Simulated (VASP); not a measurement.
Band structure of Hf (hcp). All values below come from rev-vdW-DF2, VASP's PBE PAW potentials (set 64) (plane waves; VASP).

Unless said otherwise, spin-orbit coupling is left out, though it shifts the bands of the heavy elements here.

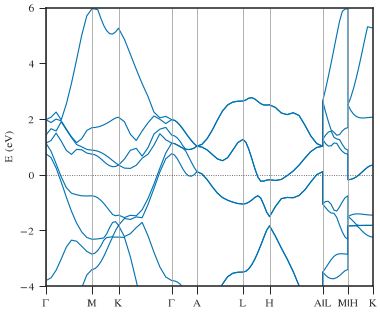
Fig. 1. Bands along high-symmetry lines, zero at the valence-band maximum or, without a gap, the Fermi level

Q: Read the plot: is there a gap, and where are the band edges?

A: It has no gap at this level: it comes out as a metal or semimetal. (Edges off the drawn lines would not show.)

The compound is Hf in the hcp structure. It was relaxed first.
